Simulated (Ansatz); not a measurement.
# CH3Al + H2: a complex and its separated parts, part 2 of 2

Ansatz 0.2.0, Gaussian basis. Earlier steps stand in the parts before.

## Step 14: wB97X-V/def2-TZVPP

The inputs:

parta/in.yaml

```yaml
crystal:
  periodic: [false, false, false]
  atoms:
    - {symbol: Al, position_ang: [-0.448922, 0.639031, -0.537325]}
    - {symbol: C, position_ang: [1.179816, -0.058908, -0.348942]}
    - {symbol: H, position_ang: [-1.814174, 1.419471, -0.527736]}
    - {symbol: H, position_ang: [1.370428, -0.919683, 0.285624]}
    - {symbol: H, position_ang: [1.998162, 0.192971, -1.017373]}
basis:
  gaussian: {orbitals: def2-TZVPP}
hamiltonian: {xc: {name: wB97X-V}}
```

partb/in.yaml

```yaml
crystal:
  periodic: [false, false, false]
  atoms:
    - {symbol: H, position_ang: [-1.254903, -0.879849, 0.813465]}
    - {symbol: H, position_ang: [-1.030308, -0.392932, 1.332288]}
basis:
  gaussian: {orbitals: def2-TZVPP}
hamiltonian: {xc: {name: wB97X-V}}
```

Each run has its own folder and the same command.

Launch:

```bash
ansatz run in.yaml --threads 2 --pin off --events-out ev --progress --plain --max-ram 4352MiB
```

Output in parta, shortened:

```text
Functional definition: wB97X-V
  name "wB97X-V"
  cite "Mardirossian & Head-Gordon, Phys. Chem. Chem. Phys. 16, 9904 (2014) doi:10.1039/C3CP54374A"
  cite "Becke, J. Chem. Phys. 107, 8554 (1997) doi:10.1063/1.475007"
  cite "Vydrov & Van Voorhis, J. Chem. Phys. 133, 244103 (2010) doi:10.1063/1.3521275"
[...]
      + integral(e_c_pw_opposite_spin*poly(b97_u_opposite, cos0, cos1)) + vv10(b, c)
645 factors; their error is unknown
165 factors; integrals over basis functions are off by at most 3.1e-5 eV
[...]
mean field -7679.18009238 eV, -282.2046632599 hartree, gradient 5.6e-5 eV, S^2 0.000000; 0 other end points of the search recorded, 0 dependent functions left out
reference -7679.18009059 eV, -282.2046631941 hartree; 11, 11 occupied and 104, 104 virtual orbitals, 645 factors
Total energy: -7679.18009059 eV, -282.2046631941 hartree
```

Output in partb, shortened:

```text
[... 5 set-up lines as earlier in the session ...]
[...]
      + integral(e_c_pw_opposite_spin*poly(b97_u_opposite, cos0, cos1)) + vv10(b, c)
118 factors; their error is unknown
42 factors; integrals over basis functions are off by at most 3.0e-5 eV
[...]
mean field -31.90860397 eV, -1.1726195675 hartree, gradient 8.8e-5 eV, S^2 0.000000; 0 other end points of the search recorded, 0 dependent functions left out
reference -31.90860297 eV, -1.1726195307 hartree; 1, 1 occupied and 27, 27 virtual orbitals, 118 factors
Total energy: -31.90860297 eV, -1.1726195307 hartree
```

Times: 2.9 s (parta), 0.25 s (partb) on 2 threads of Arm Neoverse V1, shared host.

## Step 15: wB97M-V/def2-TZVPP

Each input of step 14 (parta, partb) changes in the same lines:

```diff
-hamiltonian: {xc: {name: wB97X-V}}
+hamiltonian: {xc: {name: wB97M-V}}
```

One command serves all of them, each in its own folder.

Launch:

```bash
ansatz run in.yaml --threads 2 --pin off --events-out ev --progress --plain --max-ram 4352MiB
```

Log of parta, shortened:

```text
Functional definition: wB97M-V
  name "wB97M-V"
  cite "Mardirossian & Head-Gordon, J. Chem. Phys. 144, 214110 (2016) doi:10.1063/1.4952647"
[... 2 set-up lines as earlier in the session ...]
  # Of w^i u^j: cxij and so on, Table III.
[...]
  gx(w, u) = 1 - cx + cx01*u + cx10*w
[...]
      + integral(e_c_pw_mod_opposite_spin*gos(b97_w_opposite, b97_u_opposite)) + vv10(b, c)
629 factors; their error is unknown
165 factors; integrals over basis functions are off by at most 3.1e-5 eV
[...]
mean field -7679.56064168 eV, -282.2186481886 hartree, gradient 5.4e-5 eV, S^2 0.000000; 0 other end points of the search recorded, 0 dependent functions left out
reference -7679.56068519 eV, -282.2186497876 hartree; 11, 11 occupied and 104, 104 virtual orbitals, 629 factors
Total energy: -7679.56068519 eV, -282.2186497876 hartree
```

partb printed, shortened:

```text
[... 5 set-up lines as earlier in the session ...]
  # Of w^i u^j: cxij and so on, Table III.
[...]
  gx(w, u) = 1 - cx + cx01*u + cx10*w
[...]
      + integral(e_c_pw_mod_opposite_spin*gos(b97_w_opposite, b97_u_opposite)) + vv10(b, c)
118 factors; their error is unknown
42 factors; integrals over basis functions are off by at most 3.0e-5 eV
[...]
mean field -31.60112349 eV, -1.1613198682 hartree, gradient 7.4e-6 eV, S^2 0.000000; 0 other end points of the search recorded, 0 dependent functions left out
reference -31.60114775 eV, -1.1613207596 hartree; 1, 1 occupied and 27, 27 virtual orbitals, 118 factors
Total energy: -31.60114775 eV, -1.1613207596 hartree
```

They took 3.1 s (parta), 0.25 s (partb) on 2 threads of Arm Neoverse V1, shared host.

## Step 16: B2PLYP/def2-TZVPP

Each input of step 15 (parta, partb) changes in the same lines:

```diff
-hamiltonian: {xc: {name: wB97M-V}}
+hamiltonian: {xc: {name: B2PLYP}}
```

One command serves all of them, each in its own folder.

Launch:

```bash
ansatz run in.yaml --threads 2 --pin off --events-out ev --progress --plain --max-ram 4352MiB
```

Log of parta, shortened:

```text
Functional definition: B2PLYP
  name "B2PLYP"
  cite "Grimme, J. Chem. Phys. 124, 034108 (2006) doi:10.1063/1.2148954"
[... 2 set-up lines as earlier in the session ...]
[...]
669 factors; integrals over basis functions are off by at most 1.3e-3 eV
[...]
mean field -7674.22493092 eV, -282.0225644349 hartree, gradient 5.7e-6 eV, S^2 0.000000; 2 other end points of the search recorded, 0 dependent functions left out
6 core orbitals not correlated: weight in the atoms' cores, before any rotation towards them, 1.000 or more for the frozen orbitals, at most 0.000 for the correlated occupied ones
reference -7674.22507031 eV, -282.0225695574 hartree; 5, 5 occupied and 104, 104 virtual orbitals, 669 factors
second order -8.58118860 eV of doubles, -0.00000000 eV of singles
Total energy: -7676.54199124 eV, -282.1077148309 hartree
```

Log of partb, shortened:

```text
[... 5 set-up lines as earlier in the session ...]
[...]
145 factors; integrals over basis functions are off by at most 7.3e-4 eV
[...]
mean field -31.55850391 eV, -1.1597536276 hartree, gradient 1.1e-6 eV, S^2 0.000000; 0 other end points of the search recorded, 0 dependent functions left out
reference -31.55859332 eV, -1.1597569135 hartree; 1, 1 occupied and 27, 27 virtual orbitals, 145 factors
second order -1.02365419 eV of doubles, -0.00000000 eV of singles
Total energy: -31.83497996 eV, -1.1699139349 hartree
```

Wall times: 1.8 s (parta), 0.15 s (partb) on 2 threads of Arm Neoverse V1, shared host.

## Step 17: PBE-QIDH/def2-TZVPP

Each input of step 16 (parta, partb) changes in the same lines:

```diff
-hamiltonian: {xc: {name: B2PLYP}}
+hamiltonian: {xc: {name: PBE-QIDH}}
```

The same command starts each run, in its folder.

Launch:

```bash
ansatz run in.yaml --threads 2 --pin off --events-out ev --progress --plain --max-ram 4352MiB
```

parta printed, shortened:

```text
Functional definition: PBE-QIDH
  name "PBE-QIDH"
  cite "Brémond, Sancho-García, Pérez-Jiménez & Adamo, J. Chem. Phys. 141, 031101 (2014) doi:10.1063/1.4890314"
[... 1 set-up line as earlier in the session ...]
[...]
669 factors; integrals over basis functions are off by at most 1.3e-3 eV
[...]
mean field -7670.89325806 eV, -281.9001277155 hartree, gradient 5.2e-6 eV, S^2 0.000000; 0 other end points of the search recorded, 0 dependent functions left out
6 core orbitals not correlated: weight in the atoms' cores, before any rotation towards them, 1.000 or more for the frozen orbitals, at most 0.000 for the correlated occupied ones
reference -7670.89326915 eV, -281.9001281231 hartree; 5, 5 occupied and 104, 104 virtual orbitals, 669 factors
second order -7.84142434 eV of doubles, -0.00000000 eV of singles
Total energy: -7673.50707726 eV, -281.9961837996 hartree
```

Output in partb, shortened:

```text
[... 4 set-up lines as earlier in the session ...]
[...]
145 factors; integrals over basis functions are off by at most 7.3e-4 eV
[...]
mean field -31.52726411 eV, -1.1586055860 hartree, gradient 1.4e-6 eV, S^2 0.000000; 0 other end points of the search recorded, 0 dependent functions left out
reference -31.52727053 eV, -1.1586058219 hartree; 1, 1 occupied and 27, 27 virtual orbitals, 145 factors
second order -0.95919829 eV of doubles, -0.00000000 eV of singles
Total energy: -31.84700329 eV, -1.1703557843 hartree
```

They took 1.6 s (parta), 0.15 s (partb) on 2 threads of Arm Neoverse V1, shared host.

## Step 18: RPA on PBE/def2-TZVPP

The same edit goes into each in.yaml of step 17 (parta, partb):

```diff
-hamiltonian: {xc: {name: PBE-QIDH}}
+hamiltonian: {xc: pbe}
+correlation: {method: rpa}
```

One command serves all of them, each in its own folder.

Launch:

```bash
ansatz run in.yaml --threads 2 --pin off --events-out ev --progress --plain --max-ram 4352MiB
```

parta printed, shortened:

```text
[... 4 set-up lines as earlier in the session ...]
[...]
669 factors; integrals over basis functions are off by at most 1.3e-3 eV
[...]
mean field -7675.49358013 eV, -282.0691864333 hartree, gradient 2.5e-6 eV, S^2 0.000000; 0 other end points of the search recorded, 0 dependent functions left out
6 core orbitals not correlated: weight in the atoms' cores, before any rotation towards them, 1.000 or more for the frozen orbitals, at most 0.000 for the correlated occupied ones
reference -7657.96764286 eV, -281.4251201183 hartree; 5, 5 occupied and 104, 104 virtual orbitals, 669 factors
Total energy: -7670.31719857 eV, -281.8789579198 hartree
```

Log of partb, shortened:

```text
[... 4 set-up lines as earlier in the session ...]
[...]
145 factors; integrals over basis functions are off by at most 7.3e-4 eV
[...]
mean field -31.73221048 eV, -1.1661372263 hartree, gradient 1.4e-6 eV, S^2 0.000000; 0 other end points of the search recorded, 0 dependent functions left out
reference -30.80642000 eV, -1.1321150537 hartree; 1, 1 occupied and 27, 27 virtual orbitals, 145 factors
Total energy: -32.86230739 eV, -1.2076675218 hartree
```

Wall times: 1.6 s (parta), 0.15 s (partb) on 2 threads of Arm Neoverse V1, shared host.

## Step 19: CCSD(T)/def2-TZVPP

Each input of step 18 (parta, partb) changes in the same lines:

```diff
-hamiltonian: {xc: pbe}
-correlation: {method: rpa}
+correlation: {method: ccsd_t}
```

The same command starts each run, in its folder.

Launch:

```bash
ansatz run in.yaml --threads 2 --pin off --events-out ev --progress --plain --max-ram 4352MiB
```

Log of parta, shortened:

```text
Functional definition: HF
  name "HF"
  cite "Fock, Z. Phys. 61, 126 (1930) doi:10.1007/BF01340294"
[... 1 set-up line as earlier in the session ...]
[...]
669 factors; integrals over basis functions are off by at most 1.3e-3 eV
[...]
mean field -7658.60640647 eV, -281.4485942479 hartree, gradient 1.3e-6 eV, S^2 0.000000; 0 other end points of the search recorded, 0 dependent functions left out; unrestricted orbitals would lower it
[...]
reference -7658.60640647 eV, -281.4485942479 hartree; 5, 5 occupied and 104, 104 virtual orbitals, 669 factors
second order -6.84623027 eV of doubles, -0.00000000 eV of singles
cycle   1  -7.14967819 eV  change   -3.0e-1 eV  update   7.4e-2
[...]
cycle  11  -7.44889699 eV  change   -8.4e-6 eV  update   1.0e-5
perturbative correction -0.34332554 eV, -0.0126169808 hartree
Total energy: -7666.39862900 eV, -281.7349531442 hartree
```

Log of partb, shortened:

```text
[... 4 set-up lines as earlier in the session ...]
[...]
145 factors; integrals over basis functions are off by at most 7.3e-4 eV
[...]
mean field -30.82772259 eV, -1.1328979093 hartree, gradient 4.2e-7 eV, S^2 0.000000; 0 other end points of the search recorded, 0 dependent functions left out
reference -30.82772259 eV, -1.1328979093 hartree; 1, 1 occupied and 27, 27 virtual orbitals, 145 factors
second order -0.86257071 eV of doubles, -0.00000000 eV of singles
cycle   1  -1.00722271 eV  change   -1.4e-1 eV  update   2.6e-2
[...]
cycle   7  -1.07306638 eV  change    5.5e-7 eV  update   4.1e-7
perturbative correction 0.00000000 eV, 0.0000000000 hartree
Total energy: -31.90078897 eV, -1.1723323716 hartree
```

Times: 2.5 s (parta), 0.1 s (partb) on 2 threads of Arm Neoverse V1, shared host; peak memory 0.42 GiB.

## Step 20: Vibrations of CH3Al

Input file vib-parta/in.yaml:

```yaml
crystal:
  periodic: [false, false, false]
  atoms:
    - {symbol: Al, position_ang: [-0.448922, 0.639031, -0.537325]}
    - {symbol: C, position_ang: [1.179816, -0.058908, -0.348942]}
    - {symbol: H, position_ang: [-1.814174, 1.419471, -0.527736]}
    - {symbol: H, position_ang: [1.370428, -0.919683, 0.285624]}
    - {symbol: H, position_ang: [1.998162, 0.192971, -1.017373]}
basis:
  gaussian: {orbitals: def2-TZVP}
hamiltonian: {xc: pbe0, dispersion: d4}
phonons: {temperatures: {t_min: 298.15, t_max: 900, t_step: 200}}
```

Launch:

```bash
ansatz run in.yaml --threads 2 --pin off --events-out ev --progress --plain --max-ram 4352MiB
```

Log, shortened:

```text
[... 5 set-up lines as earlier in the session ...]
[...]
591 factors; their error is unknown
[...]
mean field -7676.13759431 eV, -282.0928535179 hartree, gradient 3.2e-5 eV, S^2 0.000000; 0 other end points of the search recorded, 0 dependent functions left out
[...]
Atom 2 at    -1.814174     1.419471    -0.527736 Å, force    -0.000163     0.000289    -0.000146 eV/Å
Atom 3 at     1.370428    -0.919683     0.285624 Å, force    -0.000670     0.000805    -0.000127 eV/Å
Atom 4 at     1.998162     0.192971    -1.017373 Å, force    -0.001024     0.000418     0.000473 eV/Å
Dipole moment:    -0.418559     0.157727    -0.067023 e Å
Vibrations: 108.94 349.77 597.70 610.73 884.92 1315.27 1982.74 3140.13 3229.68 cm⁻¹, zero-point energy 0.757536 eV
```

It took 16 s on 2 threads of Arm Neoverse V1, shared host.

Wavenumbers and character of the modes:

| mode | wavenumber (cm⁻¹) | character |
| --- | --- | --- |
| 1 | 109 | bend |
| 2 | 350 | bend |
| 3 | 598 | out-of-plane bend |
| 4 | 611 | bend |
| 5 | 885 | Al–C stretch |
| 6 | 1315 | bend |
| 7 | 1983 | Al–H stretch |
| 8 | 3140 | C–H stretch |
| 9 | 3230 | C–H stretch |

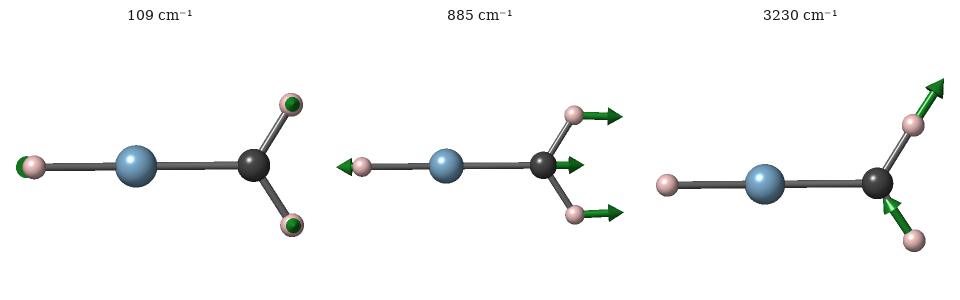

Displacements of 3 modes, as arrows.

Vibrational sums (real modes only):

| T (K) | entropy (J/mol/K) | heat capacity (J/mol/K) |
| --- | --- | --- |
| 298 | 23.1 | 26.1 |
| 498 | 39.4 | 37.7 |
| 698 | 53.4 | 45.3 |
| 898 | 65.6 | 51.1 |

## Step 21: Vibrations of H2

Input file vib-partb/in.yaml:

```yaml
crystal:
  periodic: [false, false, false]
  atoms:
    - {symbol: H, position_ang: [-1.254903, -0.879849, 0.813465]}
    - {symbol: H, position_ang: [-1.030308, -0.392932, 1.332288]}
basis:
  gaussian: {orbitals: def2-TZVP}
hamiltonian: {xc: pbe0, dispersion: d4}
phonons: {temperatures: {t_min: 298.15, t_max: 900, t_step: 200}}
```

Launch:

```bash
ansatz run in.yaml --threads 2 --pin off --events-out ev --progress --plain --max-ram 4352MiB
```

Log, shortened:

```text
[... 5 set-up lines as earlier in the session ...]
[...]
88 factors; their error is unknown
[...]
mean field -31.78865275 eV, -1.1682114415 hartree, gradient 1.7e-5 eV, S^2 0.000000; 0 other end points of the search recorded, 0 dependent functions left out
[...]
reference -31.78855441 eV, -1.1682078276 hartree; 1, 1 occupied and 11, 11 virtual orbitals, 88 factors
Total energy: -31.79027516 eV, -1.1682710638 hartree
Atom 0 at    -1.254903    -0.879849     0.813465 Å, force     0.000133     0.000288     0.000307 eV/Å
Atom 1 at    -1.030308    -0.392932     1.332288 Å, force    -0.000133    -0.000288    -0.000307 eV/Å
Dipole moment:     0.000000     0.000000     0.000000 e Å
Vibrations: 4414.90 cm⁻¹, zero-point energy 0.273689 eV
```

Wall time 0.25 s (2 threads of Arm Neoverse V1, shared host).

The modes, with what each moves most:

| mode | wavenumber (cm⁻¹) | character |
| --- | --- | --- |
| 1 | 4415 | H–H stretch |

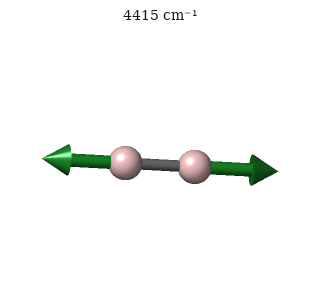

Displacements of 1 modes, as arrows.

Vibrational sums (real modes only):

| T (K) | entropy (J/mol/K) | heat capacity (J/mol/K) |
| --- | --- | --- |
| 298 | 0.0 | 0.0 |
| 498 | 0.0 | 0.0 |
| 698 | 0.0 | 0.1 |
| 898 | 0.1 | 0.4 |

## Step 22: Complex less separated parts

The complex's own energies come from single points at the same levels.

Rows are in def2-TZVPP; times add the 3 runs of a level on a shared host, so small differences are noise.

| method | rung | complex less parts (eV) | from CCSD(T) (eV) | time |
| --- | --- | --- | --- | --- |
| SPW92 | LDA | -0.454 | -0.281 | 1.2 s |
| PBE-D4 | GGA | -0.271 | -0.098 | 1.8 s |
| BLYP-D4 | GGA | -0.176 | -0.003 | 1.8 s |
| r2SCAN-D4 | meta-GGA | -0.247 | -0.074 | 4.1 s |
| B97M-V | meta-GGA | -0.214 | -0.041 | 8.5 s |
| PBE0-D4 | hybrid | -0.256 | -0.083 | 2.2 s |
| B3LYP-D4 | hybrid | -0.185 | -0.012 | 2.3 s |
| r2SCAN0-D4 | hybrid | -0.243 | -0.070 | 4.4 s |
| BHLYP-D4 | hybrid | -0.179 | -0.006 | 2.4 s |
| CAM-B3LYP-D4 | range-separated hybrid | -0.191 | -0.018 | 2.7 s |
| wB97X-V | range-separated hybrid | -0.190 | -0.017 | 7.3 s |
| wB97M-V | range-separated hybrid | -0.194 | -0.021 | 7.7 s |
| B2PLYP | double hybrid | -0.152 | +0.021 | 4.7 s |
| PBE-QIDH | double hybrid | -0.211 | -0.038 | 4.2 s |
| RPA on PBE | RPA | -0.111 | +0.062 | 4.4 s |
| Hartree-Fock | wavefunction | -0.016 | +0.157 |  |
| MP2 | wavefunction | -0.159 | +0.014 |  |
| CCSD | wavefunction | -0.147 | +0.026 |  |
| CCSD(T) | wavefunction | -0.173 | 0 | 9.1 s |

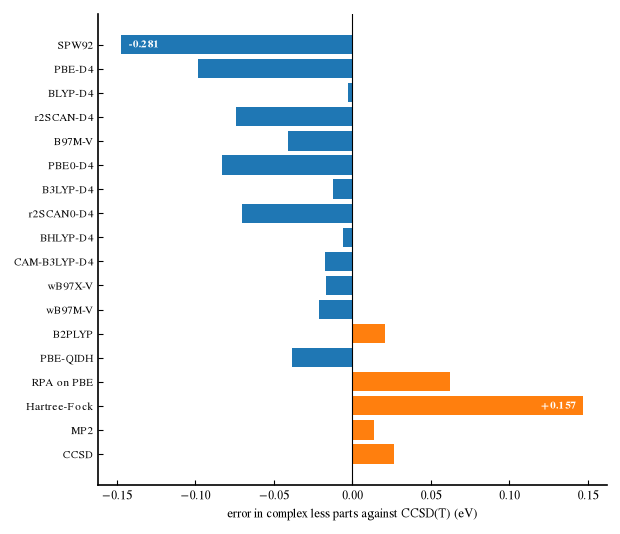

Deviations from CCSD(T), method by method. Bars with a number in them are cut short.

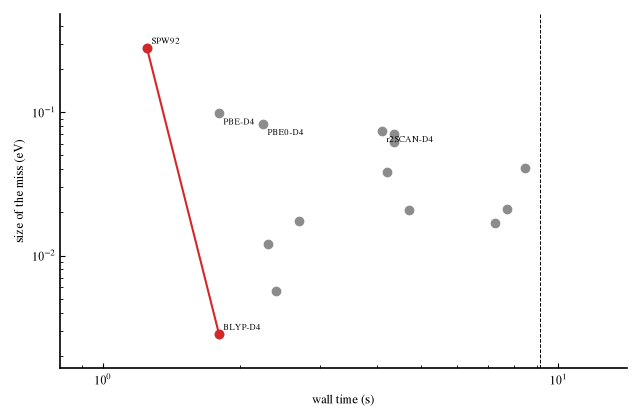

Miss against cost. Red marks the levels that no quicker level drawn beats (of those quicker than the yardstick), and the dashed line is the time of CCSD(T). Only those levels and the largest misses are named. Times are from a shared host.

For cost: BLYP-D4 gets within 0.003 eV in 1.8 s, where CCSD(T) took 9.1 s; the quickest level in the cost chart, SPW92, takes 1.2 s and misses by 0.281 eV.

The complex's zero-point energy, from a separate PBE0-D4 run, is 1.177 eV.

## Step 23: Outcome

This closing draws on all 2 parts.

| quantity | value |
| --- | --- |
| complex less parts, CCSD(T)/def2-TZVPP | -0.173 eV |
| with zero-point energy | -0.028 eV |
| largest T1 diagnostic | 0.017 |

What this shows: At CCSD(T) the complex lies 0.173 eV below its parts. Among the functionals BLYP-D4 lands nearest to CCSD(T) (-0.003 eV) and SPW92 farthest (-0.281 eV). By rung, the mean size of the error is: LDA 0.281, GGA 0.050, meta-GGA 0.057, hybrid 0.043, range-separated hybrid 0.018, double hybrid 0.030 eV. PBE-D4 gives a relative energy 0.098 eV too low, outside chemical accuracy (1 kcal/mol, 0.043 eV). No counterpoise was applied, and triple zeta lacks some correlation, so the CCSD(T) reference has a basis error of its own, and close matches with it are partly luck. The restricted Hartree–Fock reference is unstable towards an unrestricted one at one or more of these structures.
